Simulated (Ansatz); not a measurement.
# A scaling study of G0W0 on Ga2S3 (Imm2)

How does the cost of G0W0 grow with the cell? The test case is Ga2S3 (Imm2).

Method: G0W0 on LDA, plane waves, PAW, in Ansatz 0.2.0.

### 1. Set-up

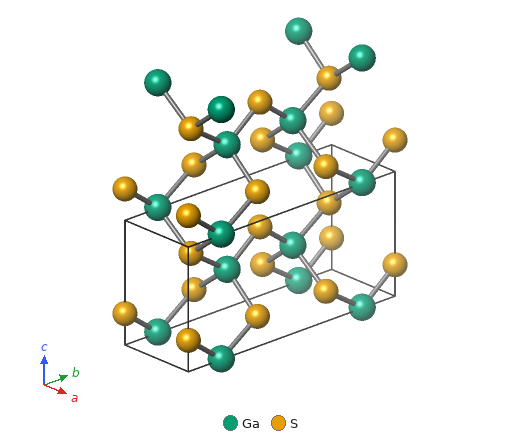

The starting structure, seen from a free direction (gallium teal, sulfur orange). 1×1×2 cells are drawn. This picture shows the conventional cell, with its axes. Some periodic images of atoms are drawn too.

The cell and positions are those that the Materials Project relaxed with its own functionals (PBE, PBE+U or r2SCAN), kept fixed. The default PAW set here is soft_2. Its files were made with PBE.

### 2. 5 atoms (1×1×1 cells), 4×4×4 mesh

G0W0 replaces the xc potential by the self-energy, built once from these orbitals. Only a window of levels is corrected, while the sums run over the empty bands that the input names.

The input, input.yaml:

```yaml
crystal:
  lattice:
    - [-1.83633776, 5.57061928, 2.67305246]
    - [1.83633776, -5.57061928, 2.67305246]
    - [1.83633776, 5.57061928, -2.67305246]
  atoms:
    - { symbol: Ga, position: [0.16642079, 0.00736566, 0.15905513] }
    - { symbol: Ga, position: [0.84831053, 0.00736566, 0.84094487] }
    - { symbol: S, position: [0.90747666, 0.24172383, 0.66575283] }
    - { symbol: S, position: [0.575971, 0.24172383, 0.33424717] }
    - { symbol: S, position: [0.25182003, 0.25182003, 0.0] }
kpoints:
  mp_grid: { grid: [4, 4, 4] }
hamiltonian:
  xc: lda
scf:
  occupations: { method: fixed }
gw:
  n_empty_bands: 115
  ecut_chi: 60.0
  qp_bands: [v1, c1]
  qp_kpoints: band_edges
  screening: { model: contour_deformation }
```

Command:

```
$ ansatz run input.yaml --threads 16 --pin off --max-ram 36864MiB --backend cpu --events-out ev --progress --plain --runs-dir out
```

Numbers of over 12 decimals in the logs are rounded to 6 here.

Output:

```text
Engine: ansatz 0.2.0, aarch64-unknown-linux-gnu
Pseudopotentials: kind: paw
Pseudopotential: Ga, paw, valence charge 13, recommended cutoff 420 eV (normal), Ga.paw.azcp
Pseudopotential: S, paw, valence charge 6, recommended cutoff 420 eV (normal), S.paw.azcp
Functional definition: SPW92
  exchange = slater_x
  correlation = pw_c
Crystal: 5 atoms, lattice volume = 109.376 Å³
Basis set: ecut = 420 eV, 2133 PW (Γ)
Bands: 27, of which v1, the nominal top of the filled ones, is band 22 counted from 1 (21 counted from 0)
Symmetry: 4 space group operations
Space group: Imm2 (ITA 44), of the structure as read, at distance tolerance 4.8e-5 Å
k-points: 18 of 64 (time reversal used)
Non-local potential: Ga, projectors of the file, l = 0: 2, l = 1: 2, l = 2: 3, l = 3: 1
Non-local potential: S, projectors of the file, l = 0: 2, l = 1: 2, l = 2: 2
PAW form: soft (Blöchl's): semilocal exchange-correlation on the pseudo side does not see the compensation charge
PAW frozen core: Ga, regenerated for the run's functional, and the local potential with it (the file was generated under x = pbe(κ = 0.804, μ = 0.219515), c = pbe(β = 0.066725))
PAW frozen core: S, regenerated for the run's functional, and the local potential with it (the file was generated under x = pbe(κ = 0.804, μ = 0.219515), c = pbe(β = 0.066725))
PAW one-centre angular grid: Ga, 590 points (default); XC on 64 Gauss nodes
PAW one-centre angular grid: S, 110 points (default); XC on 64 Gauss nodes
Initial density: superposition of atomic densities (neutral atoms: chi_scale 0, normalization atom), corrected by the library's trained network
Initial wavefunctions: pseudopotential atomic-orbital guess
Functional: x = slater, c = lda
SCF iter   1: F=—  HF=-10025.825737 eV  |F-HF|=—  |Δ(HF+E_count)|=         —  Δρ=6.77e-3  dr2=5.18e-2  ethr=1.77e-3  ⟨swp⟩=4.9  Hψ=1805  notcnv=0  defer=52
preconditioner: auto → Resta (q_TF=auto, 2.344 Å⁻¹)  ε∞=3.9  [insulator: Δε(μ)=1.172 eV  Ē_g=13.762 eV  n_scr=20 (ndim 8)  ℏωp=23.6 eV  f_vac=0.018  ε∞_Penn≈3.9]
SCF iter   2: F=—  HF=-10025.812850 eV  |F-HF|=—  |Δ(HF+E_count)|=   1.29e-2  Δρ=3.06e-3  dr2=8.78e-3  ethr=1.18e-4  ⟨swp⟩=2.3  Hψ=738  notcnv=0  defer=53
SCF iter   3: F=—  HF=-10025.810476 eV  |F-HF|=—  |Δ(HF+E_count)|=   2.37e-3  Δρ=6.46e-4  dr2=3.41e-4  ethr=1.99e-5  ⟨swp⟩=2.0  Hψ=661  notcnv=0  defer=54
SCF iter   4: F=—  HF=-10025.810467 eV  |F-HF|=—  |Δ(HF+E_count)|=   8.88e-6  Δρ=2.16e-4  dr2=4.35e-5  ethr=7.75e-7  ⟨swp⟩=2.0  Hψ=706  notcnv=0  defer=54
SCF iter   5: F=—  HF=-10025.810436 eV  |F-HF|=—  |Δ(HF+E_count)|=   3.07e-5  Δρ=6.71e-5  dr2=7.37e-6  ethr=9.88e-8  ⟨swp⟩=2.0  Hψ=863  notcnv=0  defer=19
SCF iter   6: F=—  HF=-10025.810437 eV  |F-HF|=—  |Δ(HF+E_count)|=   3.48e-7  Δρ=1.72e-5  dr2=4.64e-7  ethr=1.67e-8  ⟨swp⟩=2.4  Hψ=835  notcnv=0  defer=19
SCF iter   7: F=-10025.810437 eV  HF=-10025.810437 eV  |F-HF|=8.62e-9  |Δ(HF+E_count)|=   1.51e-7  Δρ=3.37e-6  dr2=1.42e-8  ethr=2.27e-10  ⟨swp⟩=7.9  Hψ=1724  notcnv=0
SCF 1 converged in 7 iterations: F = -10025.810437 eV  dr2 = 1.42e-8
[...]
NSCF: frozen V_eff on 18 k-points
G₀W₀ screening: q 1/18
[... further progress lines ...]
NSCF: frozen V_eff on 1 k-points
NSCF: frozen V_eff on 1 k-points
[...]
SCF converged after 7 iterations
Free energy (F): -10025.810437 eV
Harris-Foulkes:  -10025.810437 eV  (|F-HF|=8.62e-9)
Internal energy: -10025.810437 eV  (E = F + TS)
E sigma→0 (E₀):  -10025.810437 eV
Fermi energy:    5.513074 eV
--- Per-component energies (eV) ---
  E_band       = -200.696312
  E_kinetic    = 551.708427
  E_local      = -5090.684573  (includes V_loc(G=0)·N_el)
  E_nonlocal   = 946.134853
  E_hartree    = 2311.262210
  E_xc         = -424.378816
  E_vxc        = -377.979502  (∫ρ·V_xc dr)
  E_paw        = -5536.800909  (= ΣΔE_a)
  E_vpaw       = -852.399783  (= ΣTr[D̂ρ^β])
  E_aug_tail   = -0.000265  (compensation charges beyond the density's cutoff)
  E_ewald      = -2786.967918
  E_core_change = 3.916552  (= ΣΔE_core)
  E_smearing   = -0.000000  (= −TS)
  E_closure    = 0.000000  (closes the sum)
  Σ components = -10025.810437   (vs F -10025.810437, Δ=0.00e0)
--- Band table (eV; the first three rows and the last of 18) ---
  k-point 0: bands = [... 18 lower, 3.2938, 4.4249, 4.5011, 5.3820, 6.7599, 7.9392, 9.4798, 10.5210, ... 1 higher]
  k-point 1: bands = [... 18 lower, 2.5394, 3.6359, 3.9198, 4.3340, 8.1939, 9.1573, 9.4928, 9.7102, ... 1 higher]
  k-point 2: bands = [... 18 lower, 2.9380, 2.9574, 3.3996, 3.6384, 7.7300, 7.8405, 8.6866, 9.3820, ... 1 higher]
  k-point 17: bands = [... 18 lower, 3.2715, 3.4821, 3.5587, 5.5131, 7.5087, 7.7492, 7.8131, 10.2463, ... 1 higher]
--- G₀W₀: contour deformation, 6 samples at zero and on the imaginary axis and 1 off it, 64 q-points, 115 empty bands' worth ---
  eigenvalues of the whole cell's RPA ε∞ on this k-mesh (on a slab, of 1 + 4πα/V) = 5.9944, 6.2470, 7.3920; static W/v taken at q = 0 is 0.148712
  gw.qp_kpoints: band_edges: 9 of 18 stored k-points solved, in 1 pass; an edge of the gap read off the rows below is read off those points alone
    valence top: of the k-points left out ik 3 came nearest to being solved in a further pass, in band 22 (counted from 1, as in the quasiparticle table): it holds the edge there only if its correction is more favourable than any solved in that band by at least 0.903 eV; those differ by 0.067 eV
    conduction bottom: of the k-points left out ik 3 came nearest to being solved in a further pass, in band 23 (counted from 1, as in the quasiparticle table): it holds the edge there only if its correction is more favourable than any solved in that band by at least 0.675 eV; those differ by 0.443 eV
    ik  band        ε_KS         Σx   Σc(E_QP)       V_xc       Z   E_QP_lin       E_QP  E_QP is
     0    22      5.3820   -18.6910     2.6247   -15.7478  0.7472     5.0616     5.0635  root
     0    23      6.7599   -10.2458    -3.5225   -14.8093  0.7865     7.8206     7.8008  root
     2    22      3.6384   -17.5957     2.8558   -14.3553  0.7317     3.2496     3.2539  root
     2    23      7.7300    -6.7318    -3.6579   -11.0583  0.7990     8.4056     8.3985  root
     6    22      5.2939   -18.5129     2.6808   -15.4975  0.7453     4.9571     4.9593  root
     6    23      7.5987   -10.8839    -3.6391   -15.6171  0.7762     8.7182     8.6927  root
     7    22      4.2180   -18.3359     2.7079   -15.2651  0.7419     3.8524     3.8552  root
     7    23      7.5564    -9.6483    -3.6671   -14.3969  0.7843     8.6617     8.6380  root
     9    22      5.2642   -18.5003     2.7250   -15.4326  0.7443     4.9192     4.9215  root
     9    23      7.2816    -9.6296    -3.7340   -14.4490  0.7853     8.3912     8.3670  root
    11    22      5.2616   -18.4908     2.7250   -15.4226  0.7443     4.9161     4.9185  root
    11    23      7.4285    -9.8757    -3.7571   -14.7331  0.7829     8.5546     8.5288  root
    12    22      5.4011   -18.6845     2.6858   -15.6704  0.7460     5.0707     5.0728  root
    12    23      7.2964   -10.0042    -3.7295   -14.8454  0.7828     8.4343     8.4081  root
    14    22      5.4449   -18.7509     2.6416   -15.7911  0.7472     5.1248     5.1267  root
    14    23      7.3207   -10.3878    -3.6504   -15.1137  0.7808     8.4197     8.3962  root
    17    22      5.5131   -18.8324     2.6615   -15.8530  0.7472     5.1933     5.1952  root
    17    23      7.5087    -7.2671    -3.8411   -11.9018  0.7944     8.3133     8.3022  root
```

The job ended after 17 s (16 threads of Arm Neoverse V1, shared host; peak memory 1.8 GiB).

Reading the cycles: dr2 is the Hartree energy of the density residual (eV), the measure of convergence; HF is the Harris–Foulkes estimate of the energy, which meets the free energy F at convergence.

Numbers from this step:

| Quantity | Value |
| --- | --- |
| bands summed | 137 |
| RPA ε∞ on this mesh (eigenvalues) | 5.994, 6.247, 7.392 |
| plane waves in the screening matrix | 103 |
| q-points in the mesh | 64 |
| G0W0 gap on the mesh | 2.606 eV |
| k of the valence top | -0.5, -0.5, -0.5 |
| k of the conduction bottom | 0, 0, 0 |
| starting gap on the mesh | 1.247 eV |
| Z at the valence top | 0.7472 |
| Z at the conduction bottom | 0.7865 |
| least direct G0W0 gap on the computed points | 2.737 eV |

The gap on the mesh goes from 1.25 eV to 2.61 eV, a correction of +1.36 eV. Between the two edge states, bare exchange in place of the xc potential would open the gap by 7.54 eV, and correlation takes back 6.18 eV.

### 3. No symmetry, 4×4×4 mesh

input.yaml: that of step 2 with these lines changed.

```diff
@@ -11,2 +11,3 @@
     - { symbol: S, position: [0.25182003, 0.25182003, 0.0] }
+  symmetry: { detect: false }
 kpoints:
```

Output:

```text
[...]
Crystal: 5 atoms, lattice volume = 109.376 Å³
Basis set: ecut = 420 eV, 2133 PW (Γ)
Bands: 27, of which v1, the nominal top of the filled ones, is band 22 counted from 1 (21 counted from 0)
Symmetry: 1 space group operations
k-points: 36 of 64 (time reversal used)
[...]
7    23      7.5564    -9.6483    -3.6671   -14.3969  0.7843     8.6617     8.6380  root
[...]
33    22      3.6384   -17.5957     2.8558   -14.3553  0.7317     3.2496     3.2539  root
    33    23      7.7300    -6.7318    -3.6579   -11.0583  0.7990     8.4056     8.3985  root
    35    22      5.5131   -18.8324     2.6616   -15.8530  0.7472     5.1933     5.1952  root
    35    23      7.5087    -7.2671    -3.8411   -11.9018  0.7944     8.3133     8.3022  root
[key lines of the parts left out:]
SCF converged after 7 iterations
Free energy (F): -10025.810437 eV
Fermi energy:    5.513070 eV
```

Run time: 51 s. Hardware: 16 threads; peak memory 1.9 GiB; 11 min of CPU time.

Numbers from this step:

```
bands summed                                 : 137
RPA ε∞ on this mesh (eigenvalues)            : 5.994, 6.247, 7.392
plane waves in the screening matrix          : 103
G0W0 gap on the mesh                         : 2.606 eV
k of the valence top                         : -0.5, -0.5, -0.5
k of the conduction bottom                   : 0, 0, 0
starting gap on the mesh                     : 1.247 eV
least direct G0W0 gap on the computed points : 2.737 eV
```

Against the run with 4×4×4 mesh, 115 empty bands, screening to 60 eV, the gap moves by +0.000 eV.

### 4. 1 thread, 4×4×4 mesh

input.yaml: that of step 3 with these lines changed.

```diff
@@ -11,3 +11,2 @@
     - { symbol: S, position: [0.25182003, 0.25182003, 0.0] }
-  symmetry: { detect: false }
 kpoints:
```

Command:

```
$ ansatz run input.yaml --threads 1 --pin off --max-ram 36864MiB --backend cpu --events-out ev --progress --plain --runs-dir out
```

Output:

```text
[...]
Crystal: 5 atoms, lattice volume = 109.376 Å³
Basis set: ecut = 420 eV, 2133 PW (Γ)
Bands: 27, of which v1, the nominal top of the filled ones, is band 22 counted from 1 (21 counted from 0)
Symmetry: 4 space group operations
[...]
k-points: 18 of 64 (time reversal used)
[...]
7    23      7.5564    -9.6483    -3.6671   -14.3969  0.7843     8.6617     8.6380  root
[...]
14    22      5.4449   -18.7509     2.6416   -15.7911  0.7472     5.1248     5.1267  root
    14    23      7.3207   -10.3878    -3.6504   -15.1137  0.7808     8.4197     8.3962  root
    17    22      5.5131   -18.8324     2.6615   -15.8530  0.7472     5.1933     5.1952  root
    17    23      7.5087    -7.2671    -3.8411   -11.9018  0.7944     8.3133     8.3022  root
[key lines of the parts left out:]
SCF converged after 7 iterations
Free energy (F): -10025.810437 eV
Fermi energy:    5.513074 eV
```

Elapsed: 2.9 min, on 1 thread; peak memory 0.45 GiB.

(Unchanged from step 3.)

Against the run with 4×4×4 mesh, 115 empty bands, screening to 60 eV, the gap moves by +0.000 eV.

### 5. 2 threads, 4×4×4 mesh

input.yaml is that of step 4.

Command:

```
$ ansatz run input.yaml --threads 2 --pin off --max-ram 36864MiB --backend cpu --events-out ev --progress --plain --runs-dir out
```

Output:

```text
[...]
Crystal: 5 atoms, lattice volume = 109.376 Å³
Basis set: ecut = 420 eV, 2133 PW (Γ)
Bands: 27, of which v1, the nominal top of the filled ones, is band 22 counted from 1 (21 counted from 0)
Symmetry: 4 space group operations
[...]
k-points: 18 of 64 (time reversal used)
[...]
7    23      7.5564    -9.6483    -3.6671   -14.3969  0.7843     8.6617     8.6380  root
[...]
14    22      5.4449   -18.7509     2.6416   -15.7911  0.7472     5.1248     5.1267  root
    14    23      7.3207   -10.3878    -3.6504   -15.1137  0.7808     8.4197     8.3962  root
    17    22      5.5131   -18.8324     2.6615   -15.8530  0.7472     5.1933     5.1952  root
    17    23      7.5087    -7.2671    -3.8411   -11.9018  0.7944     8.3133     8.3022  root
[key lines of the parts left out:]
SCF converged after 7 iterations
Free energy (F): -10025.810437 eV
Fermi energy:    5.513074 eV
```

It took 90 s on 2 threads; peak memory 0.53 GiB; 3 min of CPU time.

Numbers from this step:

* bands summed: 137
* RPA ε∞ on this mesh (eigenvalues): 5.994, 6.247, 7.392
* plane waves in the screening matrix: 103
* G0W0 gap on the mesh: 2.606 eV
* k of the valence top: -0.5, -0.5, -0.5
* k of the conduction bottom: 0, 0, 0
* starting gap on the mesh: 1.247 eV
* least direct G0W0 gap on the computed points: 2.737 eV

Against the run with 4×4×4 mesh, 115 empty bands, screening to 60 eV, the gap moves by +0.000 eV.

### 6. 4 threads, 4×4×4 mesh

input.yaml is that of step 5.

Command:

```
$ ansatz run input.yaml --threads 4 --pin off --max-ram 36864MiB --backend cpu --events-out ev --progress --plain --runs-dir out
```

Output:

```text
[...]
Crystal: 5 atoms, lattice volume = 109.376 Å³
Basis set: ecut = 420 eV, 2133 PW (Γ)
Bands: 27, of which v1, the nominal top of the filled ones, is band 22 counted from 1 (21 counted from 0)
Symmetry: 4 space group operations
[...]
k-points: 18 of 64 (time reversal used)
[...]
7    23      7.5564    -9.6483    -3.6671   -14.3969  0.7843     8.6617     8.6380  root
[...]
14    22      5.4449   -18.7509     2.6416   -15.7911  0.7472     5.1248     5.1267  root
    14    23      7.3207   -10.3878    -3.6504   -15.1137  0.7808     8.4197     8.3962  root
    17    22      5.5131   -18.8324     2.6615   -15.8530  0.7472     5.1933     5.1952  root
    17    23      7.5087    -7.2671    -3.8411   -11.9018  0.7944     8.3133     8.3022  root
[key lines of the parts left out:]
SCF converged after 7 iterations
Free energy (F): -10025.810437 eV
Fermi energy:    5.513074 eV
```

The job ended after 48 s (4 threads; peak memory 0.72 GiB; 3 min of CPU time).

(Unchanged from step 3.)

Against the run with 4×4×4 mesh, 115 empty bands, screening to 60 eV, the gap moves by +0.000 eV.

### 7. 8 threads, 4×4×4 mesh

input.yaml is that of step 6.

Command:

```
$ ansatz run input.yaml --threads 8 --pin off --max-ram 36864MiB --backend cpu --events-out ev --progress --plain --runs-dir out
```

Output:

```text
[...]
Crystal: 5 atoms, lattice volume = 109.376 Å³
Basis set: ecut = 420 eV, 2133 PW (Γ)
Bands: 27, of which v1, the nominal top of the filled ones, is band 22 counted from 1 (21 counted from 0)
Symmetry: 4 space group operations
[...]
k-points: 18 of 64 (time reversal used)
[...]
7    23      7.5564    -9.6483    -3.6671   -14.3969  0.7843     8.6617     8.6380  root
[...]
14    22      5.4449   -18.7509     2.6416   -15.7911  0.7472     5.1248     5.1267  root
    14    23      7.3207   -10.3878    -3.6504   -15.1137  0.7808     8.4197     8.3962  root
    17    22      5.5131   -18.8324     2.6615   -15.8530  0.7472     5.1933     5.1952  root
    17    23      7.5087    -7.2671    -3.8411   -11.9018  0.7944     8.3133     8.3022  root
[key lines of the parts left out:]
SCF converged after 7 iterations
Free energy (F): -10025.810437 eV
Fermi energy:    5.513074 eV
```

Run time: 26 s. Hardware: 8 threads; peak memory 1.1 GiB.

Numbers from this step:

- bands summed: 137
- RPA ε∞ on this mesh (eigenvalues): 5.994, 6.247, 7.392
- plane waves in the screening matrix: 103
- G0W0 gap on the mesh: 2.606 eV
- k of the valence top: -0.5, -0.5, -0.5
- k of the conduction bottom: 0, 0, 0
- starting gap on the mesh: 1.247 eV
- least direct G0W0 gap on the computed points: 2.737 eV

Against the run with 4×4×4 mesh, 115 empty bands, screening to 60 eV, the gap moves by +0.000 eV.

### 8. 10 atoms (2×1×1 cells), 2×4×4 mesh

The input, input.yaml:

```yaml
crystal:
  lattice:
    - [-3.67267552, 11.14123856, 5.34610492]
    - [1.83633776, -5.57061928, 2.67305246]
    - [1.83633776, 5.57061928, -2.67305246]
  atoms:
    - { symbol: Ga, position: [0.083210395, 0.00736566, 0.15905513] }
    - { symbol: Ga, position: [0.424155265, 0.00736566, 0.84094487] }
    - { symbol: S, position: [0.45373833, 0.24172383, 0.66575283] }
    - { symbol: S, position: [0.2879855, 0.24172383, 0.33424717] }
    - { symbol: S, position: [0.125910015, 0.25182003, 0.0] }
    - { symbol: Ga, position: [0.583210395, 0.00736566, 0.15905513] }
    - { symbol: Ga, position: [0.924155265, 0.00736566, 0.84094487] }
    - { symbol: S, position: [0.95373833, 0.24172383, 0.66575283] }
    - { symbol: S, position: [0.7879855, 0.24172383, 0.33424717] }
    - { symbol: S, position: [0.625910015, 0.25182003, 0.0] }
kpoints:
  mp_grid: { grid: [2, 4, 4] }
hamiltonian:
  xc: lda
scf:
  occupations: { method: fixed }
gw:
  n_empty_bands: 230
  ecut_chi: 60.0
  qp_bands: [v1, c1]
  qp_kpoints: band_edges
  screening: { model: contour_deformation }
```

Command:

```
$ ansatz run input.yaml --threads 16 --pin off --max-ram 36864MiB --backend cpu --events-out ev --progress --plain --runs-dir out
```

Output:

```text
[...]
Crystal: 10 atoms, lattice volume = 218.753 Å³
Basis set: ecut = 420 eV, 4269 PW (Γ)
Bands: 54, of which v1, the nominal top of the filled ones, is band 44 counted from 1 (43 counted from 0)
Symmetry: 4 space group operations
[...]
k-points: 14 of 32 (time reversal used)
[...]
8    45      7.2816    -9.6296    -3.7338   -14.4490  0.7853     8.3914     8.3672  root
[...]
12    44      5.4449   -18.7509     2.6415   -15.7911  0.7472     5.1246     5.1266  root
    12    45      7.3207   -10.3878    -3.6503   -15.1138  0.7808     8.4198     8.3963  root
    13    44      5.4010   -18.6845     2.6858   -15.6704  0.7460     5.0706     5.0727  root
    13    45      7.2964   -10.0042    -3.7293   -14.8454  0.7828     8.4344     8.4083  root
[key lines of the parts left out:]
SCF converged after 7 iterations
Free energy (F): -20051.620874 eV
Fermi energy:    5.513029 eV
```

The job ended after 65 s (16 threads; peak memory 5.1 GiB).

Numbers from this step:

| Property | Result |
| --- | --- |
| bands summed | 274 |
| RPA ε∞ on this mesh (eigenvalues) | 5.994, 6.247, 7.392 |
| plane waves in the screening matrix | 223 |
| G0W0 gap on the mesh | 2.606 eV |
| k of the valence top | 0, -0.5, -0.5 |
| k of the conduction bottom | 0, 0, 0 |
| starting gap on the mesh | 1.247 eV |
| least direct G0W0 gap on the computed points | 2.738 eV |

The gap on the mesh goes from 1.25 eV to 2.61 eV, a correction of +1.36 eV. Between the two edge states, bare exchange in place of the xc potential would open the gap by 7.54 eV, and correlation takes back 6.18 eV.

(Part 1 of 2 ends here.)

[Paths, hosts, dates, memory and timing lines, banners, echoed tables and standing remarks are left out of the program output.]

[Logs are printed without paths, hosts, clocks, repeated set-up lines and the standing remarks that a program may print on its own settings, such as how far it seeks lower states.]

[Runs of the session that timed out or met a known fault of the program may be left out.]

[Cells called generated may have been cut or substituted from an entry of the Crystallography Open Database or the Materials Project.]

[Hosts, paths, dates, database ids (printed as entryN), source tags and the programs' standing remarks are cut or masked in the printed files.]
